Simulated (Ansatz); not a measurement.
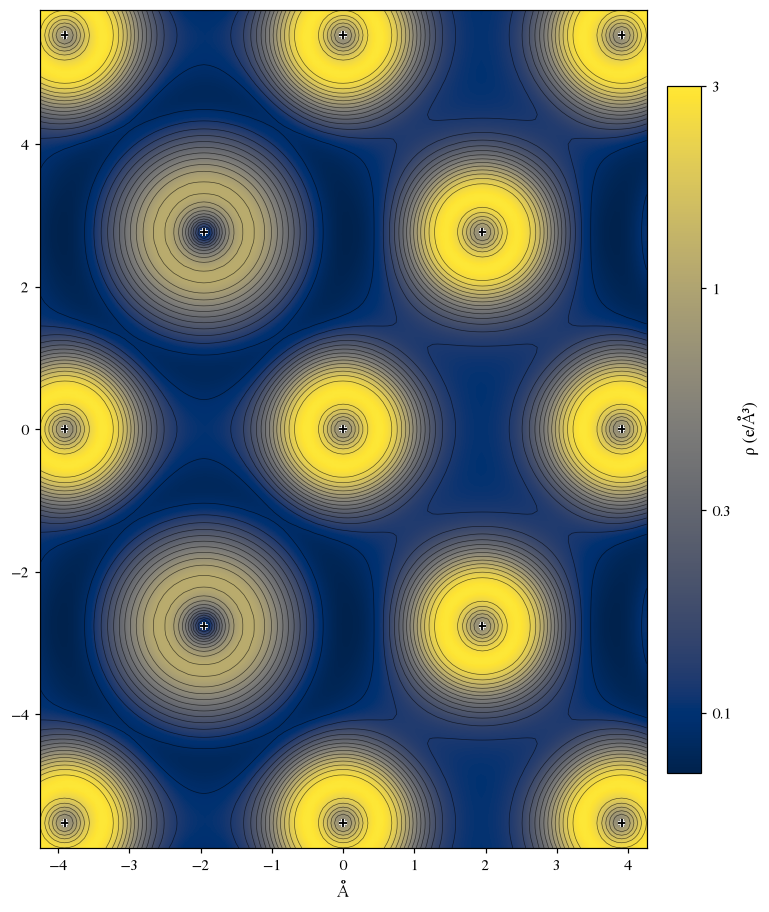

The valence electron density on a plane through atoms (crosses mark nuclei in the plane).

Level of theory: DFT PBE, scalar-relativistic, plane waves, PAW; 4f electrons in the core of a trivalent norm-conserving potential (Ansatz).

Candidates:
A. Dy3Br, a = 7.82 Å, b = 7.82 Å, c = 7.82 Å, α = 90.00°, β = 90.00°, γ = 90.00°. Space group Fm-3m; a structure generated by program, which may or may not match a known phase; computed without spin polarisation; no Hubbard U on the f states and no spin–orbit coupling.
B. NdS5, a = 7.45 Å, b = 7.45 Å, c = 11.29 Å, α = 90.00°, β = 90.00°, γ = 120.00°. Space group R-3m; a structure generated by program, which may or may not match a known phase; computed without spin polarisation; no Hubbard U on the f states and no spin–orbit coupling.

Q: Which candidate gave the map?

A: Candidate A: Dy3Br on the (011) plane of the conventional cell, which holds Dy and Br. Dy–Br (3.39 Å): ρ at the midpoint is about 0.1 e/Å³. Dy–Br (3.91 Å): ρ at the midpoint is about 0.07 e/Å³.
